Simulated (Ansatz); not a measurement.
# AsH (triplet): SPW92, PBE, revPBE over a scan of the distance As1–H2, aug-cc-pVDZ, part 2 of 2

Ansatz 0.2.0, Gaussian basis; aug-cc-pVDZ, all electrons in the functionals. Earlier steps stand in the parts before.

### 20 PBE, 2.854 Å

File in.yaml:

```yaml
crystal:
  periodic: [false, false, false]
  atoms:
    - {symbol: As, position_ang: [0.000000, 0.000000, 0.000000]}
    - {symbol: H, position_ang: [0.000000, 0.000000, 2.854000]}
basis:
  gaussian: {orbitals: aug-cc-pVDZ}
magnetization: {spin_polarized: true, initial_magnetization: 2}
hamiltonian: {xc: {name: PBE}}
output: {orbitals: {seedname: orbitals}}
```

Run with:

```
> ansatz run in.yaml --threads 1 --pin off --events-out ev --progress --plain --max-ram 2393MiB
```

Log, cut to the lines that bear on the results:

```text
Functional definition: PBE
  name "PBE"
  cite "Perdew, Burke & Ernzerhof, Phys. Rev. Lett. 77, 3865 (1996) doi:10.1103/PhysRevLett.77.3865"
  parent pbe
[...]
498 factors; their error is unknown
[...]
mean field -60843.46886282 eV, -2235.9562395242 hartree, gradient 2.1e-5 eV, S^2 2.667833; 2 other end points of the search recorded, 0 dependent functions left out
reference -60843.46892707 eV, -2235.9562418854 hartree; 18, 16 occupied and 27, 29 virtual orbitals, 498 factors
Total energy: -60843.46892707 eV, -2235.9562418854 hartree
```

Run time: 0.81 s. Hardware: 1 thread of Intel Xeon 6975P-C, shared host.

From the report: ⟨S²⟩ of the determinant 2.668 (pure triplet: 2.00). The determinant is far from a pure spin state, so its energy mixes those of several spin states (harmless only where they are near-degenerate, as at dissociation).

From 1.531 Å: +2.592 eV.

### 21 PBE, 3.439 Å

Changes to in.yaml since step 20:

```diff
@@ -4,3 +4,3 @@
     - {symbol: As, position_ang: [0.000000, 0.000000, 0.000000]}
-    - {symbol: H, position_ang: [0.000000, 0.000000, 2.854000]}
+    - {symbol: H, position_ang: [0.000000, 0.000000, 3.439000]}
 basis:
```

Launched as before.

Log, cut to the lines that bear on the results:

```text
Functional definition: PBE
  name "PBE"
  cite "Perdew, Burke & Ernzerhof, Phys. Rev. Lett. 77, 3865 (1996) doi:10.1103/PhysRevLett.77.3865"
  parent pbe
[...]
498 factors; their error is unknown
[...]
mean field -60843.22292748 eV, -2235.9472015670 hartree, gradient 1.2e-5 eV, S^2 2.942033; 3 other end points of the search recorded, 0 dependent functions left out
reference -60843.22299799 eV, -2235.9472041583 hartree; 18, 16 occupied and 27, 29 virtual orbitals, 498 factors
Total energy: -60843.22299799 eV, -2235.9472041583 hartree
```

Wall time 1.8 s (1 thread of Intel Xeon 6975P-C, shared host).

From the report: ⟨S²⟩ of the determinant 2.942 (pure triplet: 2.00). The determinant is far from a pure spin state, so its energy mixes those of several spin states (harmless only where they are near-degenerate, as at dissociation).

From 1.531 Å: +2.837 eV.

### 22 PBE, 4.148 Å

Changes to in.yaml since step 21:

```diff
@@ -4,3 +4,3 @@
     - {symbol: As, position_ang: [0.000000, 0.000000, 0.000000]}
-    - {symbol: H, position_ang: [0.000000, 0.000000, 3.439000]}
+    - {symbol: H, position_ang: [0.000000, 0.000000, 4.148000]}
 basis:
```

The command is unchanged.

Log, cut to the lines that bear on the results:

```text
Functional definition: PBE
  name "PBE"
  cite "Perdew, Burke & Ernzerhof, Phys. Rev. Lett. 77, 3865 (1996) doi:10.1103/PhysRevLett.77.3865"
  parent pbe
[...]
498 factors; their error is unknown
[...]
mean field -60843.16892543 eV, -2235.9452170286 hartree, gradient 2.3e-5 eV, S^2 2.992573; 0 other end points of the search recorded, 0 dependent functions left out
reference -60843.16900276 eV, -2235.9452198704 hartree; 18, 16 occupied and 27, 29 virtual orbitals, 498 factors
Total energy: -60843.16900276 eV, -2235.9452198704 hartree
```

It took 0.6 s on 1 thread of Intel Xeon 6975P-C, shared host.

From the report: ⟨S²⟩ of the determinant 2.993 (pure triplet: 2.00). The determinant is far from a pure spin state, so its energy mixes those of several spin states (harmless only where they are near-degenerate, as at dissociation).

From 1.531 Å: +2.891 eV.

### 23 PBE, 5.166 Å

Changes to in.yaml since step 22:

```diff
@@ -4,3 +4,3 @@
     - {symbol: As, position_ang: [0.000000, 0.000000, 0.000000]}
-    - {symbol: H, position_ang: [0.000000, 0.000000, 4.148000]}
+    - {symbol: H, position_ang: [0.000000, 0.000000, 5.166000]}
 basis:
```

The command is unchanged.

Log, cut to the lines that bear on the results:

```text
Functional definition: PBE
  name "PBE"
  cite "Perdew, Burke & Ernzerhof, Phys. Rev. Lett. 77, 3865 (1996) doi:10.1103/PhysRevLett.77.3865"
  parent pbe
[...]
498 factors; their error is unknown
[...]
mean field -60843.15876595 eV, -2235.9448436743 hartree, gradient 3.3e-6 eV, S^2 2.999964; 3 other end points of the search recorded, 0 dependent functions left out
reference -60843.15885174 eV, -2235.9448468271 hartree; 18, 16 occupied and 27, 29 virtual orbitals, 498 factors
Total energy: -60843.15885174 eV, -2235.9448468271 hartree
```

Wall time 2.2 s (1 thread of Intel Xeon 6975P-C, shared host).

From the report: ⟨S²⟩ of the determinant 3.000 (pure triplet: 2.00). The determinant is far from a pure spin state, so its energy mixes those of several spin states (harmless only where they are near-degenerate, as at dissociation).

From 1.531 Å: +2.902 eV.

### 24 revPBE, 1.223 Å

File in.yaml:

```yaml
crystal:
  periodic: [false, false, false]
  atoms:
    - {symbol: As, position_ang: [0.000000, 0.000000, 0.000000]}
    - {symbol: H, position_ang: [0.000000, 0.000000, 1.223000]}
basis:
  gaussian: {orbitals: aug-cc-pVDZ}
magnetization: {spin_polarized: true, initial_magnetization: 2}
hamiltonian: {xc: {name: revPBE}}
```

Launched as before.

Log, cut to the lines that bear on the results:

```text
Functional definition: revPBE
  name "revPBE"
  cite "Zhang & Yang, Phys. Rev. Lett. 80, 890 (1998) doi:10.1103/PhysRevLett.80.890"
  cite "Perdew, Burke & Ernzerhof, Phys. Rev. Lett. 77, 3865 (1996) doi:10.1103/PhysRevLett.77.3865"
[...]
498 factors; their error is unknown
[...]
mean field -60849.05883369 eV, -2236.1616671648 hartree, gradient 4.8e-5 eV, S^2 2.004087; 0 other end points of the search recorded, 0 dependent functions left out
reference -60849.05890381 eV, -2236.1616697414 hartree; 18, 16 occupied and 27, 29 virtual orbitals, 498 factors
Total energy: -60849.05890381 eV, -2236.1616697414 hartree
```

Run time: 0.39 s. Hardware: 1 thread of Intel Xeon 6975P-C, shared host.

From the report: ⟨S²⟩ of the determinant 2.004 (pure triplet: 2.00).

### 25 revPBE, 1.352 Å

Changes to in.yaml since step 24:

```diff
@@ -4,3 +4,3 @@
     - {symbol: As, position_ang: [0.000000, 0.000000, 0.000000]}
-    - {symbol: H, position_ang: [0.000000, 0.000000, 1.223000]}
+    - {symbol: H, position_ang: [0.000000, 0.000000, 1.352000]}
 basis:
```

The command is unchanged.

Log, cut to the lines that bear on the results:

```text
Functional definition: revPBE
  name "revPBE"
  cite "Zhang & Yang, Phys. Rev. Lett. 80, 890 (1998) doi:10.1103/PhysRevLett.80.890"
  cite "Perdew, Burke & Ernzerhof, Phys. Rev. Lett. 77, 3865 (1996) doi:10.1103/PhysRevLett.77.3865"
[...]
498 factors; their error is unknown
[...]
mean field -60850.11984532 eV, -2236.2006586228 hartree, gradient 1.5e-5 eV, S^2 2.004249; 0 other end points of the search recorded, 0 dependent functions left out
reference -60850.11991595 eV, -2236.2006612184 hartree; 18, 16 occupied and 27, 29 virtual orbitals, 498 factors
Total energy: -60850.11991595 eV, -2236.2006612184 hartree
```

Wall time 0.42 s (1 thread of Intel Xeon 6975P-C, shared host).

From the report: ⟨S²⟩ of the determinant 2.004 (pure triplet: 2.00).

### 26 revPBE, 1.531 Å

Changes to in.yaml since step 25:

```diff
@@ -4,3 +4,3 @@
     - {symbol: As, position_ang: [0.000000, 0.000000, 0.000000]}
-    - {symbol: H, position_ang: [0.000000, 0.000000, 1.352000]}
+    - {symbol: H, position_ang: [0.000000, 0.000000, 1.531400]}
 basis:
```

The command is unchanged.

Log, cut to the lines that bear on the results:

```text
Functional definition: revPBE
  name "revPBE"
  cite "Zhang & Yang, Phys. Rev. Lett. 80, 890 (1998) doi:10.1103/PhysRevLett.80.890"
  cite "Perdew, Burke & Ernzerhof, Phys. Rev. Lett. 77, 3865 (1996) doi:10.1103/PhysRevLett.77.3865"
[...]
498 factors; their error is unknown
[...]
mean field -60850.56743283 eV, -2236.2171071606 hartree, gradient 5.3e-5 eV, S^2 2.004867; 0 other end points of the search recorded, 0 dependent functions left out
reference -60850.56750510 eV, -2236.2171098164 hartree; 18, 16 occupied and 27, 29 virtual orbitals, 498 factors
Total energy: -60850.56750510 eV, -2236.2171098164 hartree
```

Wall time 0.39 s (1 thread of Intel Xeon 6975P-C, shared host).

From the report: ⟨S²⟩ of the determinant 2.005 (pure triplet: 2.00).

### 27 revPBE, 1.682 Å

Changes to in.yaml since step 26:

```diff
@@ -4,3 +4,3 @@
     - {symbol: As, position_ang: [0.000000, 0.000000, 0.000000]}
-    - {symbol: H, position_ang: [0.000000, 0.000000, 1.531400]}
+    - {symbol: H, position_ang: [0.000000, 0.000000, 1.682000]}
 basis:
```

Same command.

Log, cut to the lines that bear on the results:

```text
Functional definition: revPBE
  name "revPBE"
  cite "Zhang & Yang, Phys. Rev. Lett. 80, 890 (1998) doi:10.1103/PhysRevLett.80.890"
  cite "Perdew, Burke & Ernzerhof, Phys. Rev. Lett. 77, 3865 (1996) doi:10.1103/PhysRevLett.77.3865"
[...]
498 factors; their error is unknown
[...]
mean field -60850.46558658 eV, -2236.2133643799 hartree, gradient 8.3e-6 eV, S^2 2.006192; 0 other end points of the search recorded, 0 dependent functions left out
reference -60850.46565945 eV, -2236.2133670579 hartree; 18, 16 occupied and 27, 29 virtual orbitals, 498 factors
Total energy: -60850.46565945 eV, -2236.2133670579 hartree
```

It took 0.48 s on 1 thread of Intel Xeon 6975P-C, shared host.

From the report: ⟨S²⟩ of the determinant 2.006 (pure triplet: 2.00).

From 1.531 Å: +0.102 eV.

### 28 revPBE, 1.888 Å

Changes to in.yaml since step 27:

```diff
@@ -4,3 +4,3 @@
     - {symbol: As, position_ang: [0.000000, 0.000000, 0.000000]}
-    - {symbol: H, position_ang: [0.000000, 0.000000, 1.682000]}
+    - {symbol: H, position_ang: [0.000000, 0.000000, 1.888000]}
 basis:
```

The command is unchanged.

Log, cut to the lines that bear on the results:

```text
Functional definition: revPBE
  name "revPBE"
  cite "Zhang & Yang, Phys. Rev. Lett. 80, 890 (1998) doi:10.1103/PhysRevLett.80.890"
  cite "Perdew, Burke & Ernzerhof, Phys. Rev. Lett. 77, 3865 (1996) doi:10.1103/PhysRevLett.77.3865"
[...]
498 factors; their error is unknown
[...]
mean field -60850.02258034 eV, -2236.1970842008 hartree, gradient 2.8e-5 eV, S^2 2.011087; 0 other end points of the search recorded, 0 dependent functions left out
reference -60850.02265340 eV, -2236.1970868859 hartree; 18, 16 occupied and 27, 29 virtual orbitals, 498 factors
Total energy: -60850.02265340 eV, -2236.1970868859 hartree
```

It took 0.42 s on 1 thread of Intel Xeon 6975P-C, shared host.

From the report: ⟨S²⟩ of the determinant 2.011 (pure triplet: 2.00).

From 1.531 Å: +0.545 eV.

### 29 revPBE, 2.122 Å

Changes to in.yaml since step 28:

```diff
@@ -4,3 +4,3 @@
     - {symbol: As, position_ang: [0.000000, 0.000000, 0.000000]}
-    - {symbol: H, position_ang: [0.000000, 0.000000, 1.888000]}
+    - {symbol: H, position_ang: [0.000000, 0.000000, 2.122000]}
 basis:
```

The command is unchanged.

Log, cut to the lines that bear on the results:

```text
Functional definition: revPBE
  name "revPBE"
  cite "Zhang & Yang, Phys. Rev. Lett. 80, 890 (1998) doi:10.1103/PhysRevLett.80.890"
  cite "Perdew, Burke & Ernzerhof, Phys. Rev. Lett. 77, 3865 (1996) doi:10.1103/PhysRevLett.77.3865"
[...]
498 factors; their error is unknown
[...]
mean field -60849.38847534 eV, -2236.1737812719 hartree, gradient 4.7e-5 eV, S^2 2.030571; 0 other end points of the search recorded, 0 dependent functions left out
reference -60849.38854856 eV, -2236.1737839627 hartree; 18, 16 occupied and 27, 29 virtual orbitals, 498 factors
Total energy: -60849.38854856 eV, -2236.1737839627 hartree
```

It took 0.45 s on 1 thread of Intel Xeon 6975P-C, shared host.

From the report: ⟨S²⟩ of the determinant 2.031 (pure triplet: 2.00).

From 1.531 Å: +1.179 eV.

### 30 revPBE, 2.501 Å

Changes to in.yaml since step 29:

```diff
@@ -4,3 +4,3 @@
     - {symbol: As, position_ang: [0.000000, 0.000000, 0.000000]}
-    - {symbol: H, position_ang: [0.000000, 0.000000, 2.122000]}
+    - {symbol: H, position_ang: [0.000000, 0.000000, 2.501000]}
 basis:
```

Same command.

Log, cut to the lines that bear on the results:

```text
Functional definition: revPBE
  name "revPBE"
  cite "Zhang & Yang, Phys. Rev. Lett. 80, 890 (1998) doi:10.1103/PhysRevLett.80.890"
  cite "Perdew, Burke & Ernzerhof, Phys. Rev. Lett. 77, 3865 (1996) doi:10.1103/PhysRevLett.77.3865"
[...]
498 factors; their error is unknown
[...]
mean field -60848.48000495 eV, -2236.1403956009 hartree, gradient 1.7e-5 eV, S^2 2.261508; 2 other end points of the search recorded, 0 dependent functions left out
reference -60848.48008045 eV, -2236.1403983754 hartree; 18, 16 occupied and 27, 29 virtual orbitals, 498 factors
Total energy: -60848.48008045 eV, -2236.1403983754 hartree
```

Wall time 0.54 s (1 thread of Intel Xeon 6975P-C, shared host).

From the report: ⟨S²⟩ of the determinant 2.262 (pure triplet: 2.00).

From 1.531 Å: +2.087 eV.

### 31 revPBE, 2.854 Å

Changes to in.yaml since step 30:

```diff
@@ -4,3 +4,3 @@
     - {symbol: As, position_ang: [0.000000, 0.000000, 0.000000]}
-    - {symbol: H, position_ang: [0.000000, 0.000000, 2.501000]}
+    - {symbol: H, position_ang: [0.000000, 0.000000, 2.854000]}
 basis:
```

Launched as before.

Log, cut to the lines that bear on the results:

```text
Functional definition: revPBE
  name "revPBE"
  cite "Zhang & Yang, Phys. Rev. Lett. 80, 890 (1998) doi:10.1103/PhysRevLett.80.890"
  cite "Perdew, Burke & Ernzerhof, Phys. Rev. Lett. 77, 3865 (1996) doi:10.1103/PhysRevLett.77.3865"
[...]
498 factors; their error is unknown
[...]
mean field -60848.02073636 eV, -2236.1235177914 hartree, gradient 7.4e-6 eV, S^2 2.671277; 2 other end points of the search recorded, 0 dependent functions left out
reference -60848.02081636 eV, -2236.1235207313 hartree; 18, 16 occupied and 27, 29 virtual orbitals, 498 factors
Total energy: -60848.02081636 eV, -2236.1235207313 hartree
```

Run time: 0.84 s. Hardware: 1 thread of Intel Xeon 6975P-C, shared host.

From the report: ⟨S²⟩ of the determinant 2.671 (pure triplet: 2.00). The determinant is far from a pure spin state, so its energy mixes those of several spin states (harmless only where they are near-degenerate, as at dissociation).

From 1.531 Å: +2.547 eV.

### 32 revPBE, 3.439 Å

Changes to in.yaml since step 31:

```diff
@@ -4,3 +4,3 @@
     - {symbol: As, position_ang: [0.000000, 0.000000, 0.000000]}
-    - {symbol: H, position_ang: [0.000000, 0.000000, 2.854000]}
+    - {symbol: H, position_ang: [0.000000, 0.000000, 3.439000]}
 basis:
```

Same command.

Log, cut to the lines that bear on the results:

```text
Functional definition: revPBE
  name "revPBE"
  cite "Zhang & Yang, Phys. Rev. Lett. 80, 890 (1998) doi:10.1103/PhysRevLett.80.890"
  cite "Perdew, Burke & Ernzerhof, Phys. Rev. Lett. 77, 3865 (1996) doi:10.1103/PhysRevLett.77.3865"
[...]
498 factors; their error is unknown
[...]
mean field -60847.78875748 eV, -2236.1149927249 hartree, gradient 2.3e-5 eV, S^2 2.943757; 4 other end points of the search recorded, 0 dependent functions left out
reference -60847.78884535 eV, -2236.1149959539 hartree; 18, 16 occupied and 27, 29 virtual orbitals, 498 factors
Total energy: -60847.78884535 eV, -2236.1149959539 hartree
```

Wall time 1.8 s (1 thread of Intel Xeon 6975P-C, shared host).

From the report: ⟨S²⟩ of the determinant 2.944 (pure triplet: 2.00). The determinant is far from a pure spin state, so its energy mixes those of several spin states (harmless only where they are near-degenerate, as at dissociation).

From 1.531 Å: +2.779 eV.

### 33 revPBE, 4.148 Å

Changes to in.yaml since step 32:

```diff
@@ -4,3 +4,3 @@
     - {symbol: As, position_ang: [0.000000, 0.000000, 0.000000]}
-    - {symbol: H, position_ang: [0.000000, 0.000000, 3.439000]}
+    - {symbol: H, position_ang: [0.000000, 0.000000, 4.148000]}
 basis:
```

Launched as before.

Log, cut to the lines that bear on the results:

```text
Functional definition: revPBE
  name "revPBE"
  cite "Zhang & Yang, Phys. Rev. Lett. 80, 890 (1998) doi:10.1103/PhysRevLett.80.890"
  cite "Perdew, Burke & Ernzerhof, Phys. Rev. Lett. 77, 3865 (1996) doi:10.1103/PhysRevLett.77.3865"
[...]
498 factors; their error is unknown
[...]
mean field -60847.74217016 eV, -2236.1132806724 hartree, gradient 1.7e-5 eV, S^2 2.993074; 0 other end points of the search recorded, 0 dependent functions left out
reference -60847.74226657 eV, -2236.1132842155 hartree; 18, 16 occupied and 27, 29 virtual orbitals, 498 factors
Total energy: -60847.74226657 eV, -2236.1132842155 hartree
```

Wall time 0.51 s (1 thread of Intel Xeon 6975P-C, shared host).

From the report: ⟨S²⟩ of the determinant 2.993 (pure triplet: 2.00). The determinant is far from a pure spin state, so its energy mixes those of several spin states (harmless only where they are near-degenerate, as at dissociation).

From 1.531 Å: +2.825 eV.

### 34 revPBE, 5.166 Å

Changes to in.yaml since step 33:

```diff
@@ -4,3 +4,3 @@
     - {symbol: As, position_ang: [0.000000, 0.000000, 0.000000]}
-    - {symbol: H, position_ang: [0.000000, 0.000000, 4.148000]}
+    - {symbol: H, position_ang: [0.000000, 0.000000, 5.166000]}
 basis:
```

Same command.

Log, cut to the lines that bear on the results:

```text
Functional definition: revPBE
  name "revPBE"
  cite "Zhang & Yang, Phys. Rev. Lett. 80, 890 (1998) doi:10.1103/PhysRevLett.80.890"
  cite "Perdew, Burke & Ernzerhof, Phys. Rev. Lett. 77, 3865 (1996) doi:10.1103/PhysRevLett.77.3865"
[...]
498 factors; their error is unknown
[...]
mean field -60847.73378904 eV, -2236.1129726720 hartree, gradient 3.3e-6 eV, S^2 3.000084; 3 other end points of the search recorded, 0 dependent functions left out
reference -60847.73389613 eV, -2236.1129766072 hartree; 18, 16 occupied and 27, 29 virtual orbitals, 498 factors
Total energy: -60847.73389613 eV, -2236.1129766072 hartree
```

It took 2.5 s on 1 thread of Intel Xeon 6975P-C, shared host.

From the report: ⟨S²⟩ of the determinant 3.000 (pure triplet: 2.00). The determinant is far from a pure spin state, so its energy mixes those of several spin states (harmless only where they are near-degenerate, as at dissociation).

From 1.531 Å: +2.834 eV.

### 35 Against the wave-function levels

The yardstick is full CI for this spin, exact in this basis with these frozen cores. It and the other wave-function rows come from earlier runs at the same points. Energies in eV, counted from 1.531 Å; blanks weren't run or aren't comparable.

```csv
level,1.223 Å,1.352 Å,1.531 Å,1.682 Å,1.888 Å,2.122 Å,2.501 Å,2.854 Å,3.439 Å,4.148 Å,5.166 Å
FCI,1.479,0.422,0.000,0.124,0.579,1.182,1.959,2.352,2.572,2.623,2.633
SPW92,1.467,0.427,0.000,0.116,0.576,1.233,2.217,2.814,3.208,3.325,3.353
PBE,1.497,0.442,0.000,0.106,0.554,1.194,2.118,2.592,2.837,2.891,2.902
revPBE,1.509,0.448,0.000,0.102,0.545,1.179,2.087,2.547,2.779,2.825,2.834
RHF,1.379,0.357,0.000,0.196,0.783,1.596,2.866,3.861,,,
UHF,1.375,0.355,0.000,0.196,0.758,1.326,1.707,1.812,1.858,1.867,1.869
RMP2,1.424,0.386,0.000,0.167,0.707,1.452,2.576,3.395,4.249,4.600,4.258
UMP2,1.430,0.390,0.000,0.160,0.700,1.496,2.128,2.315,2.404,2.427,2.433
RCCSD,1.466,0.414,0.000,0.133,0.606,1.240,2.085,2.499,2.605,2.599,2.597
RCCSD(T),1.476,0.420,0.000,0.126,0.586,1.199,1.992,2.383,2.568,2.584,2.573
UCCSD(T),1.476,0.420,0.000,0.126,0.587,1.208,2.021,2.407,2.579,2.612,2.619
RCCSDT(Q),1.479,0.422,0.000,0.124,0.579,1.183,1.960,2.352,2.566,,2.630
UCCSDT(Q),1.479,0.422,0.000,0.124,0.579,1.184,1.960,2.352,2.570,2.618,2.626
CASSCF valence,1.495,0.436,0.000,0.103,0.520,1.074,1.769,2.094,2.255,2.287,2.292
NEVPT2 valence,1.495,0.434,0.000,0.110,0.547,1.130,1.878,2.247,2.445,2.489,2.497
MRCISD+Q valence,1.477,0.422,0.000,0.123,0.577,1.178,1.950,2.338,2.551,2.600,2.610
NEVPT2 pair,,0.447,0.000,0.102,0.531,1.111,1.860,2.232,2.429,2.473,2.481
```

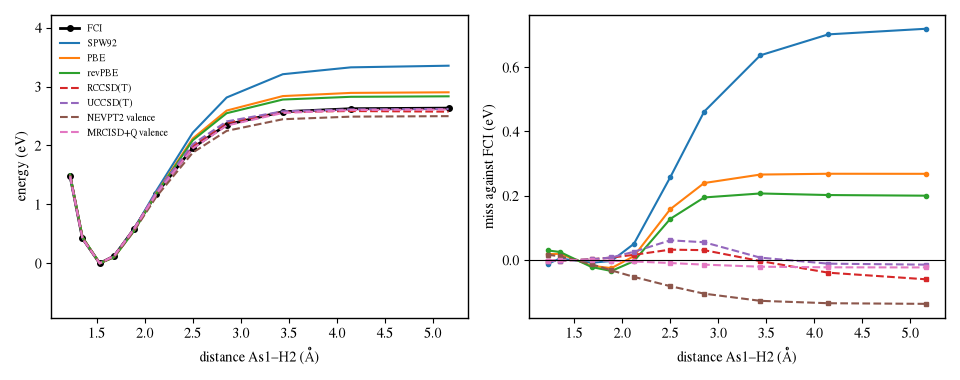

Left: the curves (the axis may cut off levels that run far away). Right: misses against FCI, in the same colours.

Largest miss and mean time a point (FCI took 40 s a point; shared hosts):

```csv
level,largest miss (eV),where,time a point
SPW92,+0.720,5.166 Å,0.34 s
PBE,+0.268,4.148 Å,0.78 s
revPBE,+0.207,3.439 Å,0.79 s
RHF,+1.509,2.854 Å,
UHF,-0.764,5.166 Å,
RMP2,+1.977,4.148 Å,
UMP2,+0.313,2.122 Å,
RCCSD,+0.147,2.854 Å,
RCCSD(T),-0.060,5.166 Å,2.9 s
UCCSD(T),+0.061,2.501 Å,2.8 s
RCCSDT(Q),-0.006,3.439 Å,5.6 s
UCCSDT(Q),-0.007,5.166 Å,5.2 s
CASSCF valence,-0.342,5.166 Å,
NEVPT2 valence,-0.136,5.166 Å,1.4 s
MRCISD+Q valence,-0.023,5.166 Å,1.6 s
NEVPT2 pair,-0.152,5.166 Å,1.3 s
```

### 36 Outcome

What follows sums up all 2 parts.

| quantity | value |
| --- | --- |
| span of the FCI curve | 2.633 eV |
| largest miss, SPW92 | +0.720 eV (5.166 Å) |
| largest miss, PBE | +0.268 eV (4.148 Å) |
| largest miss, revPBE | +0.207 eV (3.439 Å) |
| largest miss, RCCSD(T) | -0.060 eV (5.166 Å) |
| largest miss, UCCSD(T) | +0.061 eV (2.501 Å) |

What this shows: Of the functionals, revPBE keep the smallest largest miss at the points compared (at most 0.207 eV) and SPW92 strays most (0.720 eV, at 5.166 Å). SPW92, PBE, revPBE clearly break the spin symmetry at some points (⟨S²⟩ up to 1.00 above the pure value), so energy there is bought with a mixed spin. Functionals and the yardstick converge differently with the basis, so part of each miss in aug-cc-pVDZ is the basis.
